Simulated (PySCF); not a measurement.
C4H11O2Si, SMILES [SiH](OCC)OCC, doublet at its GFN2-xTB optimised geometry (Å):

```
18

C      1.1931    -3.1420     0.7063
C      1.4664    -1.9335    -0.1774
O      0.5496    -0.9022     0.0000
Si    -1.0858    -0.9022     0.0000
O     -1.5459     0.6438     0.0000
C     -0.9850     1.7298     0.7037
C     -1.3704     3.0305     0.0191
H      1.9852    -3.8754     0.5829
H      1.1506    -2.8389     1.7494
H      0.2424    -3.5934     0.4341
H      2.4529    -1.5150     0.0552
H      1.4632    -2.2419    -1.2314
H     -1.5824    -1.6180     1.1743
H      0.1041     1.6244     0.7380
H     -1.3683     1.7124     1.7318
H     -0.9597     3.8754     0.5662
H     -0.9857     3.0420    -0.9973
H     -2.4529     3.1214    -0.0202
```

Computed with unrestricted PBE0/def2-SVP in PySCF. Cells within 0.4 Å of a nucleus heavier than hydrogen are left out (blank, or x).

Map of the HOMO amplitude (α) (bohr^(-3/2)) on the plane z = 1.0 Å; orbital energy -5.39 eV, overall sign arbitrary:

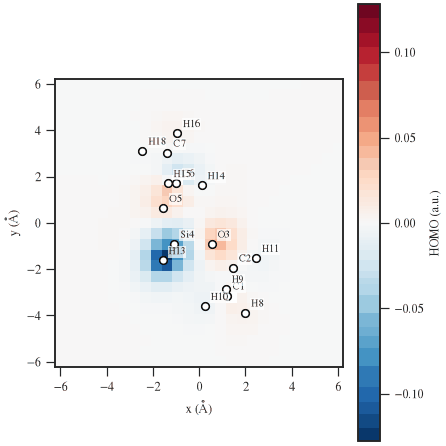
Fig. 1. HOMO amplitude (α) (bohr^(-3/2)) on the plane z = 1.0 Å.
